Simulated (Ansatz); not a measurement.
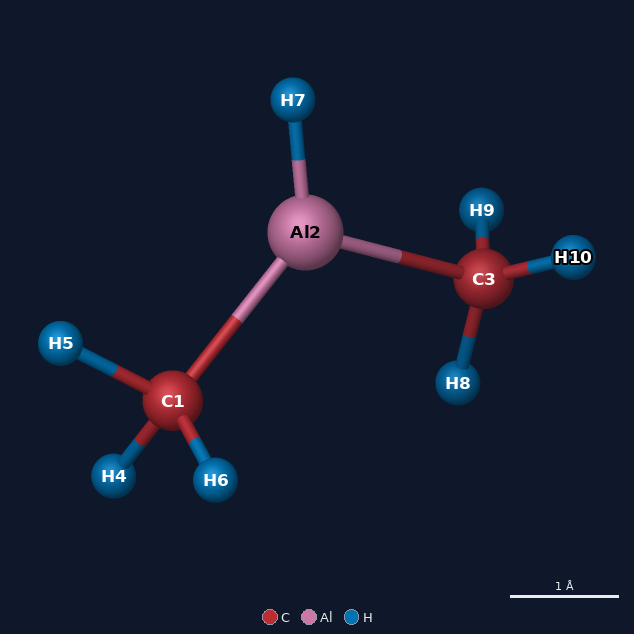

Source: calculation with Ansatz.

Atoms carry their numbers in the input. Geometry: atoms displaced at random (about 0.09 Å) from a stationary point of PBE0-D4.

Give the bond lengths.

| bond | length (Å) |
| --- | --- |
| C1–Al2 | 2.016 |
| C1–H4 | 1.173 |
| C1–H5 | 1.267 |
| C1–H6 | 1.114 |
| Al2–C3 | 2.070 |
| Al2–H7 | 1.286 |
| C3–H8 | 1.198 |
| C3–H9 | 1.010 |
| C3–H10 | 1.044 |
